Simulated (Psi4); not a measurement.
**SF (Monosulfur monofluoride) at U-r2SCAN/cc-pwCVQZ (density fitting, sweep point 8)**

Aim: the vertical doublet–quartet gap of SF (Monosulfur monofluoride) at U-r2SCAN/cc-pwCVQZ (density fitting, sweep point 8), from 2 runs. 

The results are computed with Psi4 1.11.

## 1. The system as given

The species is SF (2 atoms), meant as a doublet with charge 0. SMILES: `F[S]`. The coordinates come from a PBE0-D4/def2-TZVP relaxation.

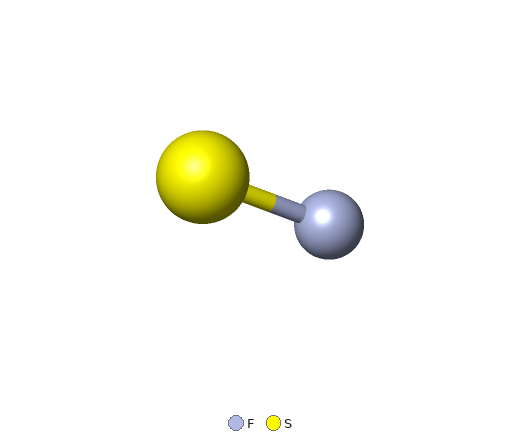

The structure, seen from a chosen angle (fluorine light blue, sulfur yellow).

## 2. A single-point energy at U-r2SCAN/cc-pwCVQZ (density fitting, sweep point 8)

Input file calc.in:

```
memory 1.6 GB

molecule {
  0 2
  F      0.000000     0.000000     0.016120
  S      0.000000     0.000000     1.610410
  symmetry c1
}

set basis cc-pwCVQZ
set reference uks
set puream true
set scf_type df
set dft_radial_points 99
set dft_spherical_points 590
set maxiter 100

energy('r2scan')
print_variables()
```

On the command line:

```console
$ psi4 calc.in calc.out -n 1
```

calc.out, shortened:

```text
[...]
  Running in c1 symmetry.
[...]
  Nuclear repulsion =   47.796522801046237
[...]
  Multiplicity = 2
[...]
  Nalpha       = 13
  Nbeta        = 12
[...]
    Number of basis functions: 193
[...]
   @DF-UKS iter   1:  -497.93429122265735   -2.04948e-01   2.19214e-03 ADIIS/DIIS
[...]
   @DF-UKS iter   9:  -497.96572277443261   -3.73617e-08   3.52556e-07 DIIS
[...]
   @S^2 Observed:                7.580636390E-01
[...]
    Orbital Energies [Eh]
    ---------------------
    Alpha Occupied:
       1A    -88.622065     2A    -24.541709     3A     -7.930413
       4A     -5.880732     5A     -5.879357     6A     -5.862672
       7A     -1.214476     8A     -0.695067     9A     -0.479966
      10A     -0.467402    11A     -0.448651    12A     -0.284846
      13A     -0.236607
    Alpha Virtual:
      14A     -0.092089    15A      0.179829    16A      0.200363
      17A      0.213991    18A      0.214527    19A      0.214758
      20A      0.225599    21A      0.263736    22A      0.293585
      23A      0.359448    24A      0.579639    25A      0.610936
[...]
  @DF-UKS Final Energy:  -497.96572277443261
   => Energetics <=
    Nuclear Repulsion Energy =             47.7965228010462369
    One-Electron Energy =                -783.9007015502922968
    Two-Electron Energy =                 274.1918465903666515
    DFT Exchange-Correlation Energy =     -36.0533906155531838
    Empirical Dispersion Energy =           0.0000000000000000
    VV10 Nonlocal Energy =                  0.0000000000000000
    Total Energy =                       -497.9657227744326065
[...]
 Multipole Moments:
 ------------------------------------------------------------------------------------
     Multipole            Electronic (a.u.)      Nuclear  (a.u.)        Total (a.u.)
 ------------------------------------------------------------------------------------
 L = 1.  Multiply by 2.5417464519 to convert [e a0] to [Debye]
 Dipole X            :          0.0000000            0.0000000            0.0000000
 Dipole Y            :         -0.0000000            0.0000000           -0.0000000
 Dipole Z            :         -0.7204968            0.9590779            0.2385811
 Magnitude           :                                                    0.2385811
[...]
```

It took 37 s on 1 thread of Intel Xeon at 2.70GHz, shared host; peak memory 0.95 GiB.

## 3. The quartet at the same level

Input file calc.dat:

```
memory 1600 mb

molecule {
  0 4
  F      0.000000     0.000000     0.016120
  S      0.000000     0.000000     1.610410
  symmetry c1
}

set {
  reference uks
  puream true
  scf_type df
  dft_radial_points 99
  dft_spherical_points 590
  maxiter 100
}

energy_value, wavefunction = energy("r2scan/cc-pwCVQZ", return_wfn=True)
print_variables()
```

On the command line:

```console
$ psi4 -n 1 calc.dat calc.out
```

calc.out, shortened:

```text
[...]
  Running in c1 symmetry.
[...]
  Nuclear repulsion =   47.796522801046237
[...]
  Multiplicity = 4
[...]
  Nalpha       = 14
  Nbeta        = 11
[...]
    Number of basis functions: 193
[...]
   @DF-UKS iter   1:  -497.83682800769100   -1.07485e-01   2.35331e-03 ADIIS/DIIS
[...]
   @DF-UKS iter   8:  -497.87533100927124   -9.82871e-08   6.87846e-07 DIIS
[...]
   @S^2 Observed:                3.753641049E+00
[...]
    Orbital Energies [Eh]
    ---------------------
    Alpha Occupied:
       1A    -88.646729     2A    -24.519477     3A     -7.949104
       4A     -5.897402     5A     -5.897402     6A     -5.893868
       7A     -1.208869     8A     -0.729951     9A     -0.493668
      10A     -0.462938    11A     -0.462938    12A     -0.299132
      13A     -0.299132    14A     -0.133564
    Alpha Virtual:
      15A      0.158913    16A      0.175542    17A      0.175547
      18A      0.184000    19A      0.184000    20A      0.204969
      21A      0.249452    22A      0.249452    23A      0.334694
      24A      0.558534    25A      0.605718    26A      0.605718
[...]
  @DF-UKS Final Energy:  -497.87533100927124
   => Energetics <=
    Nuclear Repulsion Energy =             47.7965228010462369
    One-Electron Energy =                -783.7222425184493204
    Two-Electron Energy =                 274.1386323760495998
    DFT Exchange-Correlation Energy =     -36.0882436679176877
    Empirical Dispersion Energy =           0.0000000000000000
    VV10 Nonlocal Energy =                  0.0000000000000000
    Total Energy =                       -497.8753310092712354
[...]
 Multipole Moments:
 ------------------------------------------------------------------------------------
     Multipole            Electronic (a.u.)      Nuclear  (a.u.)        Total (a.u.)
 ------------------------------------------------------------------------------------
 L = 1.  Multiply by 2.5417464519 to convert [e a0] to [Debye]
 Dipole X            :         -0.0000000            0.0000000           -0.0000000
 Dipole Y            :         -0.0000000            0.0000000           -0.0000000
 Dipole Z            :         -0.7860237            0.9590779            0.1730542
 Magnitude           :                                                    0.1730542
[...]
```

Wall time 32 s (1 thread of Intel Xeon at 2.70GHz, shared host); peak memory 0.95 GiB.

## 4. What came out

Level: U-r2SCAN/cc-pwCVQZ (density fitting, sweep point 8).

```
                                        quantity          value
                           doublet: total energy  -497.96572 Eh
                          doublet: dipole moment         0.61 D
     doublet: HOMO energy (highest over α and β)       -6.09 eV
      doublet: LUMO energy (lowest over α and β)       -5.08 eV
                                   doublet: ⟨S²⟩          0.758
                           quartet: total energy  -497.87533 Eh
                          quartet: dipole moment         0.44 D
     quartet: HOMO energy (highest over α and β)       -3.63 eV
                                   quartet: ⟨S²⟩          3.754
vertical energy of the quartet above the doublet       2.460 eV
```

**Reading.** At this shape the quartet lies 2.46 eV (57 kcal/mol) above the doublet.
